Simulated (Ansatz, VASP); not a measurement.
# MgTe2Pb in two plane-wave programs, part 2 of 2

Wanted: the spread between two codes on one cell, functional and k mesh. The cell is invented: As first built, before any earlier steps moved the atoms: it takes the MgCdTe2 structure with some of its atoms replaced by other elements, volume scaled by an estimate. It may not be a known or stable phase. The cell comes out of the VASP series on this material, whose earlier steps may have relaxed, scaled or displaced it; both programs get it as it stands.

VASP 6.6.1 and Ansatz 0.2.0.

So far. Step 3 (VASP: band structure, LDA): The run ends at a pressure of -1.97 GPa, with forces up to 0.15 eV/Å.

**5. VASP: band structure, PBEsol**

Level of this step: PBEsol; plane waves and PAW (Pb_d, Te, Mg); invented cell (VASP).

The same path points are solved in both programs, so levels can be compared one by one.

File INCAR:

```
SYSTEM = MgTe2Pb
PREC = Accurate
ENCUT = 400
EDIFF = 1E-06
NELM = 100
ISMEAR = 0
SIGMA = 0.02
LREAL = .FALSE.
ALGO = Normal
GGA = PS
NBANDS = 28
LORBIT = 11
LWAVE = .FALSE.
LCHARG = .FALSE.
KPAR = 2
NCORE = 2
```

File POSCAR:

```
MgTe2Pb
1.0
    4.8556872069      0.0000000000      0.0000000000
    0.0000000000      4.8556872069      0.0000000000
    0.0000000000      0.0000000000      6.9888935447
Pb Te Mg
1 2 1
Direct
    0.0000000000      0.0000000000      0.0000000000
    0.0000000000      0.5000000000      0.2884569215
    0.5000000000      0.0000000000      0.7115430785
    0.5000000000      0.5000000000      0.5000000000
```

File KPOINTS:

```
Automatic mesh
0
Gamma
3 3 2
0 0 0
```

File KPOINTS_OPT:

```
Line mode
16
Line-mode
Reciprocal
  0.00000000   0.00000000   0.00000000 GAMMA
  0.00000000   0.50000000   0.00000000 X

  0.00000000   0.50000000   0.00000000 X
  0.50000000   0.50000000   0.00000000 M

  0.50000000   0.50000000   0.00000000 M
  0.00000000   0.00000000   0.00000000 GAMMA

  0.00000000   0.00000000   0.00000000 GAMMA
  0.00000000   0.00000000   0.50000000 Z

  0.00000000   0.00000000   0.50000000 Z
  0.00000000   0.50000000   0.50000000 R

  0.00000000   0.50000000   0.50000000 R
  0.50000000   0.50000000   0.50000000 A

  0.50000000   0.50000000   0.50000000 A
  0.00000000   0.00000000   0.50000000 Z

  0.00000000   0.50000000   0.00000000 X
  0.00000000   0.50000000   0.50000000 R

  0.50000000   0.50000000   0.00000000 M
  0.50000000   0.50000000   0.50000000 A
```

The projector-augmented-wave data sets are Pb_d, Te and Mg (PBE family, release 64).

On the command line:

```sh
> mpirun -np 4 vasp_std
```

Numbers of over 12 decimals in the logs are rounded to 6 here.

Output:

```text
[banner, memory and clock lines left out]
running    4 mpi-ranks, on    1 nodes
[...]
[... a notice as in an earlier step ...]

 LDA part: xc-table for (Slater+PW92), standard interpolation
 POSCAR, INCAR and KPOINTS ok, starting setup
[...]
entering main loop
       N       E                     dE             d eps       ncg     rms          rms(c)
DAV:   1     0.186275750511E+03    0.18628E+03   -0.93708E+03   336   0.676E+02
DAV:   2     0.180727193634E+01   -0.18447E+03   -0.17450E+03   356   0.201E+02
DAV:   3    -0.143283586542E+02   -0.16136E+02   -0.15958E+02   436   0.682E+01
DAV:   4    -0.148837734704E+02   -0.55541E+00   -0.55510E+00   428   0.155E+01
[...]
DAV:  12    -0.144101455807E+02    0.90855E-05   -0.41593E-05   452   0.266E-02    0.143E-02
DAV:  13    -0.144101622459E+02   -0.16665E-04   -0.36417E-05   368   0.187E-02    0.157E-02
DAV:  14    -0.144101622346E+02    0.11251E-07   -0.81769E-07   348   0.472E-03
   1 F= -.14410162E+02 E0= -.14410162E+02  d E =-.212589E-11
 Start KPOINTS_OPT (optional k-point list driver)
k-point batch [1-6\144]
       N       E                     dE             ncg
DAV:   1     0.163228179907E+03   -0.13866E+03      336
DAV:   2    -0.943734886115E+03   -0.11070E+04      388
DAV:   3    -0.103439803935E+04   -0.90663E+02      436
DAV:   4    -0.103734962302E+04   -0.29516E+01      404
DAV:   5    -0.103748439703E+04   -0.13477E+00      492
DAV:   6    -0.103749038806E+04   -0.59910E-02      440
DAV:   7    -0.103749043228E+04   -0.44218E-04      492
DAV:   8    -0.103749043307E+04   -0.79247E-06      360
[...]
k-point batch [139-144\144]
       N       E                     dE             ncg
DAV:   1     0.372465150210E+02   -0.41831E+04      336
DAV:   2    -0.994248627107E+03   -0.10315E+04      376
DAV:   3    -0.107916939786E+04   -0.84921E+02      440
DAV:   4    -0.108172240386E+04   -0.25530E+01      396
DAV:   5    -0.108186251954E+04   -0.14012E+00      532
DAV:   6    -0.108186454174E+04   -0.20222E-02      444
DAV:   7    -0.108186458291E+04   -0.41174E-04      520
DAV:   8    -0.108186458325E+04   -0.33384E-06      348
```

OUTCAR, selected parts (step 5):

```text
  Total       -1.0529245     -1.0529245     -1.3988234      0.0000000      0.0000000      0.0000000
  in kB      -10.2375957    -10.2375957    -13.6007743      0.0000000      0.0000000      0.0000000
  external PRESSURE =     -11.3586552 kB  Pullay stress =       0.0000000 kB

 POSITION                                       TOTAL-FORCE (eV/Angst)
 -----------------------------------------------------------------------------------
      0.00000      0.00000      0.00000        -0.000000     -0.000000      0.000000
      0.00000      2.42784      2.01599         0.000000     -0.000000     -0.135748
      2.42784      0.00000      4.97290        -0.000000     -0.000000      0.135748
      2.42784      2.42784      3.49445         0.000000      0.000000      0.000000
 -----------------------------------------------------------------------------------
    total drift:                                0.000000      0.000000     -0.000000

  FREE ENERGIE OF THE ION-ELECTRON SYSTEM (eV)
  ---------------------------------------------------
  free  energy   TOTEN  =       -14.4101622346 eV

  energy  without entropy=      -14.4101622346  energy(sigma->0) =      -14.41016223

[... 2 parts as in an earlier step ...]

[... 1 further part left out ...]
[key lines of the parts left out:]
E-fermi :   2.5199
```

The run ends at a pressure of -1.14 GPa, with forces up to 0.14 eV/Å.

**6. Ansatz: band structure, PBEsol**

The same cell, functional, mesh and smearing now go to Ansatz, which takes its cutoff from its data sets.

The cell comes out of the VASP series on this material, whose earlier steps may have relaxed, scaled or displaced it; both programs get it as it stands.

File input.yaml:

```yaml
crystal:
  lattice:
    - [4.8556872069, 0.0, 0.0]
    - [0.0, 4.8556872069, 0.0]
    - [0.0, 0.0, 6.9888935447]
  atoms:
    - { symbol: Pb, position: [0.0, 0.0, 0.0] }
    - { symbol: Te, position: [0.0, 0.5, 0.2884569215] }
    - { symbol: Te, position: [0.5, 0.0, 0.7115430785] }
    - { symbol: Mg, position: [0.5, 0.5, 0.5] }
hamiltonian:
  xc: pbesol
  pseudopotentials: { kind: paw }
kpoints:
  mp_grid: { grid: [3, 3, 2] }
  band_path:
    path:
      - [0.0, 0.0, 0.0]
      - [0.0, 0.13333, 0.0]
      - [0.0, 0.3, 0.0]
      - [0.0, 0.46667, 0.0]
      - [0.1, 0.5, 0.0]
      - [0.26667, 0.5, 0.0]
      - [0.43333, 0.5, 0.0]
      - [0.5, 0.5, 0.0]
      - [0.43333, 0.43333, 0.0]
      - [0.26667, 0.26667, 0.0]
      - [0.1, 0.1, 0.0]
      - [0.0, 0.0, 0.03333]
      - [0.0, 0.0, 0.2]
      - [0.0, 0.0, 0.36667]
      - [0.0, 0.0, 0.5]
      - [0.0, 0.16667, 0.5]
      - [0.0, 0.3, 0.5]
      - [0.0, 0.46667, 0.5]
      - [0.1, 0.5, 0.5]
      - [0.26667, 0.5, 0.5]
      - [0.43333, 0.5, 0.5]
      - [0.5, 0.5, 0.5]
      - [0.43333, 0.43333, 0.5]
      - [0.26667, 0.26667, 0.5]
      - [0.1, 0.1, 0.5]
      - [0.0, 0.5, 0.03333]
      - [0.0, 0.5, 0.2]
      - [0.0, 0.5, 0.36667]
      - [0.5, 0.5, 0.0]
      - [0.5, 0.5, 0.16667]
      - [0.5, 0.5, 0.33333]
      - [0.5, 0.5, 0.5]
    npoints: 1
scf:
  occupations: { method: gaussian, width: 0.02 }
  n_extra_bands: 8
output:
  forces: true
  stress: true
  eigenvalues: true
```

On the command line:

```sh
> ansatz run input.yaml --threads 2 --pin off --max-ram 4608MiB --backend cpu --events-out ev --progress --plain --runs-dir out
```

Output:

```text
[...]
Crystal: 4 atoms, lattice volume = 164.782 Å³
Basis set: ecut = 420 eV, 3251 PW (Γ), exchange–correlation on 72×72×96 points (8 copies of the dense FFT grid, shifted against one another)
Bands: 36, of which v1, the nominal top of the filled ones, is band 28 counted from 1 (27 counted from 0)
Symmetry: 8 space group operations
[...]
k-points: 6 of 18
[...]
k-point 0: bands = [... 24 lower, 3.0087, 3.3950, 3.8062, 3.8062, 6.3834, 6.6491, 7.1540, 7.1540, ... 4 higher]
  k-point 1: bands = [... 24 lower, 3.0103, 3.1245, 3.1245, 4.4995, 5.9731, 7.3215, 7.6328, 7.7846, ... 4 higher]
  k-point 2: bands = [... 24 lower, 2.7243, 2.9150, 3.5727, 4.6012, 6.7401, 7.4168, 7.4282, 7.7247, ... 4 higher]
  k-point 5: bands = [... 24 lower, 2.1357, 2.7572, 3.1362, 4.6822, 6.6448, 7.4173, 8.3774, 8.9046, ... 4 higher]
[key lines of the parts left out:]
SCF converged after 7 iterations
Free energy (F): -27471.659936 eV
Fermi energy:    5.327897 eV
P = ⅓ Tr σ = -1.1284 GPa (-11.284 kbar)
```

Run time: 12 s. Hardware: 2 threads of Arm Neoverse N1, shared host; peak memory 0.42 GiB; 23 s of CPU time.

**7. Comparison**

What differs besides the data sets and the points named for the pairs above, as far as they apply: VASP leaves aspherical gradient terms in its spheres out (LASPH is not set), Ansatz keeps them. Total energies have different zeros and are not compared.

The two programs side by side:

```
                     quantity  Ansatz   VASP  difference
               pressure (GPa)   -1.13  -1.14       +0.01
gap over the path points (eV)   0.819  0.815      +0.004
```

Forces (eV/Å; atoms numbered as in POSCAR):

```
atom        Ansatz x, y, z          VASP x, y, z
 Pb1   0.000, 0.000, 0.000   0.000, 0.000, 0.000
 Te2  0.000, 0.000, -0.135  0.000, 0.000, -0.136
 Te3   0.000, 0.000, 0.135   0.000, 0.000, 0.136
 Mg4   0.000, 0.000, 0.000   0.000, 0.000, 0.000
```

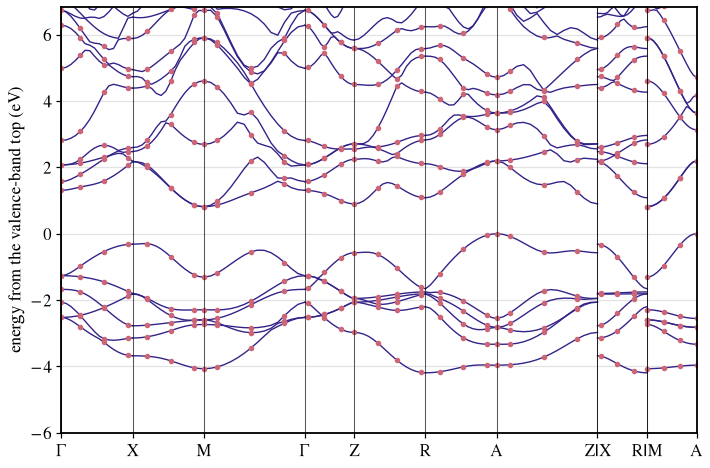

Bands from VASP (lines) and levels from Ansatz (dots). Dots without a line are higher empty bands that the VASP plot leaves out.

Levels at points of the path, from each program's valence-band top (eV; 4 filled, then empty):

```
k (reciprocal lattice)                                  Ansatz                                    VASP
     0.000 0.000 0.000  -2.06 -1.68 -1.27 -1.27 1.31 1.58 2.08  -2.07 -1.68 -1.26 -1.26 1.31 1.57 2.08
     0.000 0.133 0.000  -2.46 -1.75 -1.30 -0.98 1.41 1.79 2.13  -2.46 -1.75 -1.30 -0.98 1.41 1.79 2.13
     0.000 0.300 0.000  -2.23 -2.22 -1.45 -0.54 1.60 2.25 2.31  -2.23 -2.22 -1.45 -0.54 1.59 2.25 2.31
     0.000 0.467 0.000  -2.75 -1.88 -1.74 -0.32 2.06 2.30 2.47  -2.75 -1.88 -1.74 -0.32 2.06 2.29 2.47
     0.100 0.500 0.000  -2.75 -1.98 -1.94 -0.30 2.01 2.07 2.64  -2.76 -1.98 -1.94 -0.30 2.00 2.07 2.64
     0.267 0.500 0.000  -2.68 -2.46 -2.26 -0.69 1.39 1.39 3.31  -2.68 -2.46 -2.26 -0.69 1.38 1.39 3.30
     0.433 0.500 0.000  -2.60 -2.60 -2.29 -1.24 0.87 0.87 2.76  -2.61 -2.61 -2.30 -1.24 0.87 0.87 2.75
     0.500 0.500 0.000  -2.59 -2.59 -2.29 -1.30 0.82 0.82 2.70  -2.60 -2.60 -2.29 -1.31 0.81 0.81 2.69
     0.433 0.433 0.000  -2.68 -2.55 -2.29 -1.18 0.87 0.98 2.82  -2.68 -2.55 -2.29 -1.18 0.86 0.97 2.81
     0.267 0.267 0.000  -2.83 -2.14 -2.03 -0.55 1.24 2.21 2.98  -2.84 -2.14 -2.04 -0.55 1.23 2.20 2.98
```

The forces differ by 0.2 meV/Å r.m.s., which is 0.3 % of the r.m.s. force of 0.06 eV/Å (both taken over all components). Among the levels compared (up to four filled and three empty ones at each point), filled levels agree within 4 meV and empty ones within 9 meV. Ansatz's pressure holds a Pulay correction of 0.01 GPa; VASP's holds none.

**8. VASP: dielectric response, PBE**

The response to a field tests empty states and converges slowly with the mesh.

File INCAR:

```
SYSTEM = MgTe2Pb
PREC = Accurate
ENCUT = 400
EDIFF = 1E-08
NELM = 100
ISMEAR = 0
SIGMA = 0.01
LREAL = .FALSE.
ALGO = Normal
GGA = PE
NBANDS = 20
LORBIT = 11
LWAVE = .FALSE.
LCHARG = .FALSE.
KPAR = 4
LEPSILON = .TRUE.
```

POSCAR is that of step 5.

File KPOINTS:

```
Automatic mesh
0
Gamma
5 5 3
0 0 0
```

On the command line:

```sh
> mpirun -np 4 vasp_std
```

Output:

```text
[banner, memory and clock lines left out]
running    4 mpi-ranks, on    1 nodes
[...]
LDA part: xc-table for (Slater+PW92), standard interpolation
 POSCAR, INCAR and KPOINTS ok, starting setup
[...]
entering main loop
       N       E                     dE             d eps       ncg     rms          rms(c)
DAV:   1     0.188997397605E+03    0.18900E+03   -0.97167E+03   480   0.960E+02
DAV:   2     0.428409214340E+01   -0.18471E+03   -0.17913E+03   520   0.262E+02
DAV:   3    -0.133631812395E+02   -0.17647E+02   -0.17500E+02   628   0.894E+01
DAV:   4    -0.138720172027E+02   -0.50884E+00   -0.50854E+00   584   0.200E+01
[...]
DAV:  16    -0.134192130505E+02   -0.15053E-06   -0.10369E-07   516   0.206E-03    0.857E-04
DAV:  17    -0.134192130061E+02    0.44375E-07   -0.23164E-08   548   0.115E-03    0.499E-04
DAV:  18    -0.134192130147E+02   -0.86088E-08   -0.22197E-09   296   0.349E-04
   1 F= -.13419213E+02 E0= -.13419213E+02  d E =-.191530E-35
 Linear response reoptimize wavefunctions to high precision
[...]
RMM:  16    -0.311904440114E+01    0.22233E-06   -0.59686E-07  1316   0.162E-04    0.872E-05
RMM:  17    -0.311904391560E+01    0.48554E-06   -0.34799E-07   867   0.823E-05    0.491E-06
 change of polarisation eV/A/(eV/A) component  2 :    -0.186     5.656     0.002
 dielectric tensor                  component  2 :    -0.204     7.211     0.002
 Linear response to external field, progress :
  Direction:   3
       N       E                     dE             d eps       ncg     rms          rms(c)
RMM:   1    -0.346610421979E+01   -0.34661E+01   -0.14828E+01  1416   0.616E+00
RMM:   2    -0.366973826051E+01   -0.20363E+00   -0.11910E-01  1290   0.163E+00    0.356E+00
RMM:   3    -0.330322236062E+01    0.36652E+00   -0.49409E-01  1197   0.312E+00    0.171E+00
RMM:   4    -0.336624418765E+01   -0.63022E-01   -0.32034E-01  1268   0.276E+00    0.544E-01
[...]
RMM:  16    -0.350095946761E+01   -0.31246E-06   -0.18168E-07   991   0.124E-04    0.434E-05
RMM:  17    -0.350095924767E+01    0.21993E-06   -0.56519E-08   595   0.639E-05    0.157E-05
RMM:  18    -0.350095869058E+01    0.55709E-06    0.13050E-07   418   0.546E-05    0.429E-06
 change of polarisation eV/A/(eV/A) component  3 :     0.023    -0.105     6.353
 dielectric tensor                  component  3 :     0.026    -0.116     7.976
 Born effective charges drift removed
```

OUTCAR, selected parts (step 8):

```text
  Total       -0.0224351     -0.0224351      0.1732726      0.0000000      0.0000000     -0.0000000
  in kB       -0.2181363     -0.2181363      1.6847312      0.0000000      0.0000000     -0.0000000
  external PRESSURE =       0.4161529 kB  Pullay stress =       0.0000000 kB

 POSITION                                       TOTAL-FORCE (eV/Angst)
 -----------------------------------------------------------------------------------
      0.00000      0.00000      0.00000        -0.000000     -0.000000      0.000000
      0.00000      2.42784      2.01599        -0.000000     -0.000000      0.007755
      2.42784      0.00000      4.97290         0.000000     -0.000000     -0.007755
      2.42784      2.42784      3.49445         0.000000      0.000000      0.000000
 -----------------------------------------------------------------------------------
    total drift:                                0.000000      0.000000     -0.000000

 MACROSCOPIC STATIC DIELECTRIC TENSOR (including local field effects in DFT)
 ------------------------------------------------------
           7.210727    -0.000000     0.000000
           0.000000     7.210727     0.000000
           0.000000     0.000000     7.975966
 ------------------------------------------------------

[... 1 part as in an earlier step ...]

[... 1 further part left out ...]
```

**9. Ansatz: dielectric response, PBE**

The same cell, functional and mesh now go to Ansatz, which takes its cutoff from its data sets.

The cell comes out of the VASP series on this material, whose earlier steps may have relaxed, scaled or displaced it; both programs get it as it stands.

File input.yaml:

```yaml
crystal:
  lattice:
    - [4.8556872069, 0.0, 0.0]
    - [0.0, 4.8556872069, 0.0]
    - [0.0, 0.0, 6.9888935447]
  atoms:
    - { symbol: Pb, position: [0.0, 0.0, 0.0] }
    - { symbol: Te, position: [0.0, 0.5, 0.2884569215] }
    - { symbol: Te, position: [0.5, 0.0, 0.7115430785] }
    - { symbol: Mg, position: [0.5, 0.5, 0.5] }
hamiltonian:
  xc: pbe
  pseudopotentials: { kind: paw }
kpoints:
  mp_grid: { grid: [5, 5, 3] }
scf:
  occupations: { method: fixed }
dielectric:
  method: response
```

On the command line:

```sh
> ansatz run input.yaml --threads 2 --pin off --max-ram 4608MiB --backend cpu --events-out ev --progress --plain --runs-dir out
```

Output:

```text
[...]
Crystal: 4 atoms, lattice volume = 164.782 Å³
Basis set: ecut = 420 eV, 3251 PW (Γ), exchange–correlation on 72×72×96 points (8 copies of the dense FFT grid, shifted against one another)
Bands: 34, of which v1, the nominal top of the filled ones, is band 28 counted from 1 (27 counted from 0)
Symmetry: 8 space group operations
k-points: 24 of 75 (irreducible under 2 space group operations, time reversal used)
[...]
-0.00000   -2.20917   -0.00000
[...]
site 2:
[...]
-0.00000    0.00000   -2.20478
    site 3:
         1.91972    0.00000    0.00000
         0.00000    1.91972    0.00000
         0.00000    0.00000    2.18716
  Z* charge neutrality: 2.749e-3 e pre-enforcement
  solved inside a basis spanned on kpoints, on 8×8×6 k-points, its susceptibility summed on 10×10×6: ε∞ is read to err by 3.5e-2, Z* by 1.8e-2 e (field_mesh: kpoints solves on kpoints); Z* is corrected for what the basis lacks
[key lines of the parts left out:]
SCF converged after 10 iterations
Free energy (F): -27792.201369 eV
Fermi energy:    4.824777 eV
```

Wall time 2.3 min (2 threads); peak memory 0.98 GiB.

**10. Side by side**

What differs besides the data sets and the points named for the pairs above, as far as they apply: VASP's response is taken on the typed mesh, Ansatz refines its own for the field response alone. Total energies have different zeros and are not compared.

Both answers:

```
                                     quantity  Ansatz   VASP  difference
                                        ε∞ xx    7.26   7.21     +0.67 %
                                        ε∞ yy    7.26   7.21     +0.67 %
                                        ε∞ zz    8.11   7.98     +1.65 %
Born charge of Pb1 (mean of the diagonal) (e)    1.95   1.93       +0.02
Born charge of Te2 (mean of the diagonal) (e)   -1.98  -1.96       -0.02
Born charge of Mg4 (mean of the diagonal) (e)    2.01   2.00       +0.01
```

**11. Outcome**

* difference in gap over the path points (band structure, LDA): 0.022 eV
* difference in gap over the path points (band structure, PBEsol): 0.0041 eV
* difference in ε∞ zz (dielectric response, PBE): 1.7 %

The difference in ε∞ zz is 1.7 % (dielectric response, PBE), within the 5 % picked in this series as the mark of a large difference. 2 further runs on this material are not shown. How closely two codes agree says nothing of how well the functional describes the real material.

[Lines on the potential files, build, host, timing and source positions are cut from VASP's logs without a mark.]

[Logs are printed without paths, hosts, clocks, repeated set-up lines and the standing remarks that a program may print on its own settings, such as how far it seeks lower states.]

[Hosts, paths, dates, database ids (printed as entryN), source tags and the programs' standing remarks are cut or masked in the printed files.]
